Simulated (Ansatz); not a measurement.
# H8OSi3: geometry optimisation in Python

What geometry does H8OSi3 take? Aim: a geometry optimisation, for H8OSi3, run from a script. SMILES: [SiH3]O[SiH2][SiH3].

Computed with the Python package of Ansatz 0.2.0. Level of theory: CAM-B3LYP/6-31G*.

## 1. The system

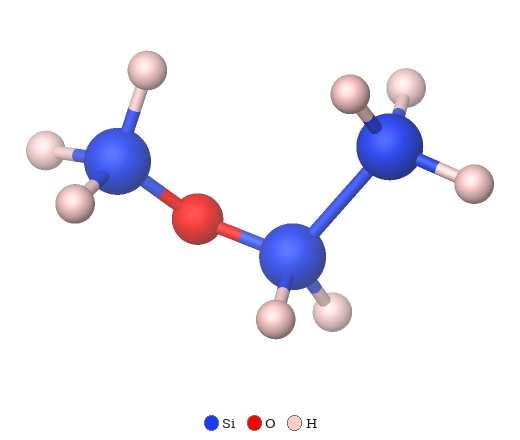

The starting structure, viewed from a chosen angle; silicon blue, oxygen red, hydrogen pink.

The script holds or builds the structure itself.

## 2. The script

h8osi3_opt.py

```python
"""Relax the H8OSi3 molecule."""

import itertools
import logging
import sys

import ansatz as az
from ase.data import atomic_numbers, covalent_radii
import numpy as np
import pandas as pd

logging.basicConfig(stream=sys.stdout, format="%(levelname)s %(message)s")
log = logging.getLogger("run")
log.setLevel(logging.INFO)


def main() -> None:
    geometry = (
        az.Crystal.molecule()
        .atom("Si", [-0.8228, 2.0139, -0.0378])
        .atom("O", [-0.9025, 0.6147, 0.763])
        .atom("Si", [0.0694, -0.6641, 1.0691])
        .atom("Si", [0.8296, -1.7472, -0.8587])
        .atom("H", [-0.6104, 1.7873, -1.5029])
        .atom("H", [-2.1786, 2.7566, 0.1007])
        .atom("H", [0.2385, 2.9162, 0.496])
        .atom("H", [-0.5741, -1.5935, 1.9737])
        .atom("H", [1.3017, -0.1499, 1.8543])
        .atom("H", [1.4965, -0.8207, -1.7235])
        .atom("H", [-0.4385, -2.2703, -1.577])
        .atom("H", [1.6682, -2.8982, -0.5229])
    )

    model = (
        geometry.calculation()
        .basis(gaussian="6-31G*")
        .functional("CAM-B3LYP")
        .scf(lower_state_search="light")
    )
    symbols = [site.symbol for site in geometry.cartesian_sites]
    start = np.array([site.position_ang for site in geometry.cartesian_sites], dtype=float)
    def progress(event):
        if event["event"] == "relax_step":
            row = event["data"]
            log.info(f"step {row['step']:3d}  E = {row['lagrangian_ev']:.6f} eV  largest force component {row['allowed_force_max_ev_ang']:.4f} eV/A")


    data = model.relax(force_tolerance=0.02).session().plan().execute(on_event=progress).report
    end = np.array(data["positions_ang"])

    log.info("reference energy %16.6f eV" % data["reference_energy_ev"])
    log.info("total energy     %16.6f eV" % data["free_energy_ev"])
    print("occupied orbitals outside the frozen core (up, down):", data["n_occupied"], " frozen:", data["n_frozen"], " virtual:", data["n_virtual"])

    # pairs closer than 1.2 times the sum of covalent radii, before or after
    radius = [covalent_radii[atomic_numbers[s]] for s in symbols]
    span = lambda where, i, j: np.linalg.norm(where[i] - where[j])
    bonded = [(i, j) for i, j in itertools.combinations(range(len(symbols)), 2) if min(span(start, i, j), span(end, i, j)) < 1.2 * (radius[i] + radius[j])]
    log.info("pair        before    after (A)")
    for i, j in bonded:
        print(f"{symbols[i]}{i}-{symbols[j]}{j}".ljust(10), f"{span(start, i, j):8.4f} {span(end, i, j):8.4f}")

    charges = data["charge_distribution"]
    table = pd.DataFrame({"atom": symbols, "mulliken": charges["mulliken_charges_e"], "lowdin": charges["lowdin_charges_e"]})
    print(table.round(3).to_string())
    print("dipole (e A):", np.round(charges["dipole_moment_e_ang"], 4) + 0.0)
    with open("h8osi3_opt.xyz", "w") as handle:
        handle.write(f"{len(symbols)}\nrelaxed H8OSi3\n")
        handle.writelines(f"{s:2s} {x:11.6f} {y:11.6f} {z:11.6f}\n" for s, (x, y, z) in zip(symbols, end))


if __name__ == "__main__":
    main()
```

## 3. The calls as engine input

The package turns the script's settings into the engine's input:

```yaml
crystal:
  periodic: [false, false, false]
  atoms:
    - { symbol: Si, position_ang: [-0.8228, 2.0139, -0.0378] }
    - { symbol: O, position_ang: [-0.9025, 0.6147, 0.763] }
    - { symbol: Si, position_ang: [0.0694, -0.6641, 1.0691] }
    - { symbol: Si, position_ang: [0.8296, -1.7472, -0.8587] }
    - { symbol: H, position_ang: [-0.6104, 1.7873, -1.5029] }
    - { symbol: H, position_ang: [-2.1786, 2.7566, 0.1007] }
    - { symbol: H, position_ang: [0.2385, 2.9162, 0.496] }
    - { symbol: H, position_ang: [-0.5741, -1.5935, 1.9737] }
    - { symbol: H, position_ang: [1.3017, -0.1499, 1.8543] }
    - { symbol: H, position_ang: [1.4965, -0.8207, -1.7235] }
    - { symbol: H, position_ang: [-0.4385, -2.2703, -1.577] }
    - { symbol: H, position_ang: [1.6682, -2.8982, -0.5229] }
basis:
  gaussian:
    orbitals: "6-31G*"
hamiltonian:
  xc: cam_b3lyp
scf:
  lower_state_search: light
relax:
  f_tol: 0.02
```

## 4. Launch

Run with:

```console
python h8osi3_opt.py
```

**Question.** What results will this script give? Wanted: total energy; dipole moment; moves of the relaxation; energy gained; last largest force component.

As calculated:

| quantity | value |
| --- | --- |
| total energy | -25809.9061 eV |
| dipole moment | 0.27 D |
| moves of the relaxation | 11 |
| energy gained | 0.241 eV |
| last largest force component | 0.0147 eV/Å |

In words: After 11 moves the largest shift is 0.308 Å, of atom 5 (H). Reading the output:
- The end point is the stationary point reached from this start; no frequency run checks that it is a minimum, and the basis set is modest.
- The Löwdin charges here are taken after orthogonalising the functions within each atom; they differ from plain Löwdin charges, and their signs can be unphysical.
